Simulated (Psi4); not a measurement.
## Frequency calculation of NaI

The run: frequency calculation of NaI (Sodium Iodide). Method and program: PBE/STO-3G, RKS (Psi4 1.11).

The geometry was optimised with PBE/STO-3G.

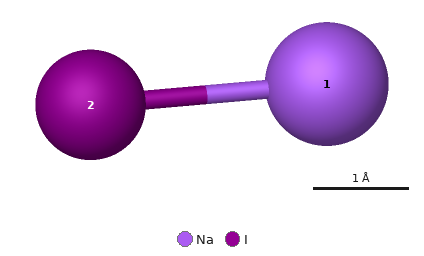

Fig. 1: The structure as given in the input (ball-and-stick view, seen at a tilt; atoms are numbered from 1 in the order of the input). Sticks mark near contacts.

Input file (ina_ase.py)
```python
import numpy as np
from ase.calculators.psi4 import Psi4
from ase import Atoms
from ase.vibrations import Vibrations

atoms = Atoms(['Na', 'I'], positions=[
    [0.000000, 0.000000, 0.217900],
    [0.000000, 0.000000, 2.763646],
])
calc = Psi4(atoms=atoms, method='pbe', basis='STO-3G', memory='1600MB', num_threads=1, charge=0, multiplicity=1, label='ina')
calc.psi4.set_options({'scf_type': 'pk'})
atoms.calc = calc

vib = Vibrations(atoms, delta=0.005)
vib.run()
vib.summary()
```

Run on 1 thread of Intel Xeon @ 2.50GHz (Skylake/Cascade Lake), 12 GiB of memory available, shared host.

Run as:
```bash
python ina_ase.py
```

Log
```
gradient() will perform analytic gradient computation.

   => Loading Basis Set <=

    Name: STO-3G
    Role: ORBITAL
    Keyword: BASIS

         ---------------------------------------------------------
                                   SCF
                              RKS Reference
                        1 Threads,   1525 MiB Core
         ---------------------------------------------------------

  ==> Geometry <==

    Molecular point group: c1
    Full point group: C_inf_v

    Geometry (in Angstrom), charge = 0, multiplicity = 1:

       Center              X                  Y                   Z               Mass
    ------------   -----------------  -----------------  -----------------  -----------------
         NA           0.000000000000     0.000000000000    -2.159529755970    22.989769282000
         I            0.000000000000     0.000000000000     0.391216244030   126.904471900000

  Running in c1 symmetry.

  Rotational constants: A = ************  B =      0.13312  C =      0.13312 [cm^-1]
  Rotational constants: A = ************  B =   3990.76523  C =   3990.76523 [MHz]
  Nuclear repulsion =  120.949053265440796

  Charge       = 0
  Multiplicity = 1
  Electrons    = 64
  Nalpha       = 32
  Nbeta        = 32

  ==> Algorithm <==

  SCF Algorithm Type is PK.
  DIIS enabled.
  MOM disabled.
  Fractional occupation disabled.
  Guess Type is SAD.
  Energy threshold   = 1.00e-08
  Density threshold  = 1.00e-08
  Integral threshold = 1.00e-12

  ==> Primary Basis <==

  Basis Set: STO-3G
    Blend: STO-3G
    Number of shells: 16
    Number of basis functions: 36
    Number of Cartesian functions: 38
    Spherical Harmonics?: true
    Max angular momentum: 2

  ==> DFT Potential <==

   => LibXC <=

    Version 7.1.2

   => Composite Functional: PBE <=

    PBE GGA Exchange-Correlation Functional

    Deriv               =              1
    GGA                 =           TRUE
    Meta                =          FALSE

    Exchange Hybrid     =          FALSE
    MP2 Hybrid          =          FALSE

   => Exchange Functionals <=

    1.0000     XC_GGA_X_PBE

   => Correlation Functionals <=

    1.0000     XC_GGA_C_PBE

   => LibXC Density Thresholds  <==

    XC_GGA_C_PBE:  1.00E-12
    XC_GGA_X_PBE:  1.00E-15

   => Molecular Quadrature <=

    Radial Scheme          =       TREUTLER
    Pruning Scheme         =           NONE
    Nuclear Scheme         =       TREUTLER

    Blocking Scheme        =         OCTREE
    BS radius alpha        =              1
    Pruning alpha          =              1
    Radial Points          =             75
    Spherical Points       =            302
    Total Points           =          36109
    Total Blocks           =            339
    Max Points             =            255
    Max Functions          =             35
    Weights Tolerance      =       1.00E-15

  ==> Integral Setup <==

  Using in-core PK algorithm.
   Calculation information:
      Number of atoms:                   2
      Number of AO shells:              16
      Number of primitives:             48
      Number of atomic orbitals:        38
      Number of basis functions:        36

      Integral cutoff                 1.00e-12
      Number of threads:                 1

  Performing in-core PK
  Using 444222 doubles for integral storage.
  We computed 7906 shell quartets total.
  Whereas there are 9316 unique shell quartets.

  ==> DiskJK: Disk-Based J/K Matrices <==

    J tasked:                  Yes
    K tasked:                   No
    wK tasked:                  No
    Memory [MiB]:             1119
    Schwarz Cutoff:          1E-12

  Cached 100.0% of DFT collocation blocks in 0.025 [GiB].

  Minimum eigenvalue in the overlap matrix is 3.2332777485E-01.
  Reciprocal condition number of the overlap matrix is 1.8276882279E-01.
    Using symmetric orthogonalization.

  ==> Pre-Iterations <==

  SCF Guess: Superposition of Atomic Densities via on-the-fly atomic UHF (no occupation information).

   -------------------------
    Irrep   Nso     Nmo
   -------------------------
     A         36      36
   -------------------------
    Total      36      36
   -------------------------

  ==> Iterations <==

                        Total Energy        Delta E     RMS |[F,P]|

   @RKS iter SAD: -7011.09639041841820   -7.01110e+03   0.00000e+00
   @RKS iter   1: -7012.35160770149650   -1.25522e+00   8.48916e-03 DIIS/ADIIS
   @RKS iter   2: -7012.36382307850727   -1.22154e-02   7.80329e-03 DIIS/ADIIS
   @RKS iter   3: -7012.40909737167021   -4.52743e-02   3.28212e-04 DIIS/ADIIS
   @RKS iter   4: -7012.40918798807706   -9.06164e-05   3.61845e-06 DIIS
   @RKS iter   5: -7012.40918801262069   -2.45436e-08   1.30910e-06 DIIS
   @RKS iter   6: -7012.40918801654425   -3.92356e-09   1.35520e-08 DIIS
   @RKS iter   7: -7012.40918801654880   -4.54747e-12   5.46213e-10 DIIS
  Energy and wave function converged.

  ==> Post-Iterations <==

   Electrons on quadrature grid:
      Ntotal   =   63.9999788033 ; deviation = -2.120e-05

    Orbital Energies [Eh]
    ---------------------

    Doubly Occupied:

       1A   -1150.122350     2A   -171.029367     3A   -163.402928
       4A   -163.402303     5A   -163.402303     6A    -37.793686
       7A    -32.637774     8A    -30.023381     9A    -30.021195
      10A    -30.021195    11A    -21.482036    12A    -21.481571
      13A    -21.481571    14A    -21.480298    15A    -21.480295
      16A     -5.272737    17A     -4.076019    18A     -4.068739
      19A     -4.068739    20A     -2.108736    21A     -1.267004
      22A     -1.264385    23A     -1.264385    24A     -1.259216
      25A     -1.259133    26A     -1.034968    27A     -1.034968
      28A     -1.031966    29A     -0.300774    30A     -0.058612
      31A     -0.027781    32A     -0.027781

    Virtual:

      33A      0.175235    34A      0.422583    35A      0.422583
      36A      0.568008

    Final Occupation by Irrep:
              A
    DOCC [    32 ]
    NA   [    32 ]
    NB   [    32 ]

  @RKS Final Energy: -7012.40918801654880

   => Energetics <=

    Nuclear Repulsion Energy =            120.9490532654407957
    One-Electron Energy =               -9917.0398640311450436
    Two-Electron Energy =                2973.9128272448474490
    DFT Exchange-Correlation Energy =    -190.2312044956903208
    Empirical Dispersion Energy =           0.0000000000000000
    VV10 Nonlocal Energy =                  0.0000000000000000
    Total Energy =                      -7012.4091880165487964

Computation Completed

Properties will be evaluated at   0.000000,   0.000000,   0.000000 [a0]

Properties computed using the SCF density matrix

 Multipole Moments:

 ------------------------------------------------------------------------------------
     Multipole            Electronic (a.u.)      Nuclear  (a.u.)        Total (a.u.)
 ------------------------------------------------------------------------------------

 L = 1.  Multiply by 2.5417464519 to convert [e a0] to [Debye]
 Dipole X            :         -0.0000000            0.0000000           -0.0000000
 Dipole Y            :         -0.0000000            0.0000000           -0.0000000
 Dipole Z            :          2.0012387           -5.7076653           -3.7064265
 Magnitude           :                                                    3.7064265

 ------------------------------------------------------------------------------------

	total time  =          1 seconds =       0.02 minutes

         ------------------------------------------------------------
                                   SCF GRAD
         ------------------------------------------------------------

  ==> Geometry <==

    Molecular point group: c1
    Full point group: C_inf_v

    Geometry (in Angstrom), charge = 0, multiplicity = 1:

       Center              X                  Y                   Z               Mass
    ------------   -----------------  -----------------  -----------------  -----------------
         NA           0.000000000000     0.000000000000    -2.159529755970    22.989769282000
         I            0.000000000000     0.000000000000     0.391216244030   126.904471900000

  Nuclear repulsion =  120.949053265440796

  ==> Basis Set <==

  Basis Set: STO-3G
    Blend: STO-3G
    Number of shells: 16
    Number of basis functions: 36
    Number of Cartesian functions: 38
    Spherical Harmonics?: true
    Max angular momentum: 2

  ==> DirectJKGrad: Integral-Direct SCF Gradients <==

    Gradient:                    1
    J tasked:                  Yes
    K tasked:                   No
    wK tasked:                  No
    Integrals threads:           1
    Schwarz Cutoff:          1E-12

  ==> DFT Potential <==

   => LibXC <=

    Version 7.1.2

   => Composite Functional: PBE <=

    PBE GGA Exchange-Correlation Functional

    Deriv               =              1
    GGA                 =           TRUE
    Meta                =          FALSE

    Exchange Hybrid     =          FALSE
    MP2 Hybrid          =          FALSE

   => Exchange Functionals <=

    1.0000     XC_GGA_X_PBE

   => Correlation Functionals <=

    1.0000     XC_GGA_C_PBE

   => LibXC Density Thresholds  <==

    XC_GGA_C_PBE:  1.00E-12
    XC_GGA_X_PBE:  1.00E-15

   => Molecular Quadrature <=

    Radial Scheme          =       TREUTLER
    Pruning Scheme         =           NONE
    Nuclear Scheme         =       TREUTLER

    Blocking Scheme        =         OCTREE
    BS radius alpha        =              1
    Pruning alpha          =              1
    Radial Points          =             75
    Spherical Points       =            302
    Total Points           =          36109
    Total Blocks           =            339
    Max Points             =            255
    Max Functions          =             35
    Weights Tolerance      =       1.00E-15

  -Total Gradient:
     Atom            X                  Y                   Z
    ------   -----------------  -----------------  -----------------
       1       -0.000000000000    -0.000000000000    -0.000871878408
       2        0.000000000000    -0.000000000000     0.001145925642

	total time  =          1 seconds =       0.02 minutes
```

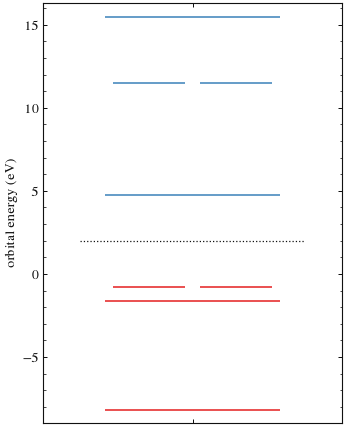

Fig. 2: Orbital energies near the frontier; the dotted line parts filled from empty levels, and levels within 0.02 eV of each other stand side by side. Highest filled −0.76 eV, lowest empty 4.78 eV, 5.54 eV apart.

Summary

```csv
quantity,value
outcome,converged
total energy,−7012.409191 hartree
basis functions,36
HOMO,−0.76 eV
LUMO,4.78 eV
dipole moment,9.40 D
wall time,39 s
peak memory,0.34 GiB
```
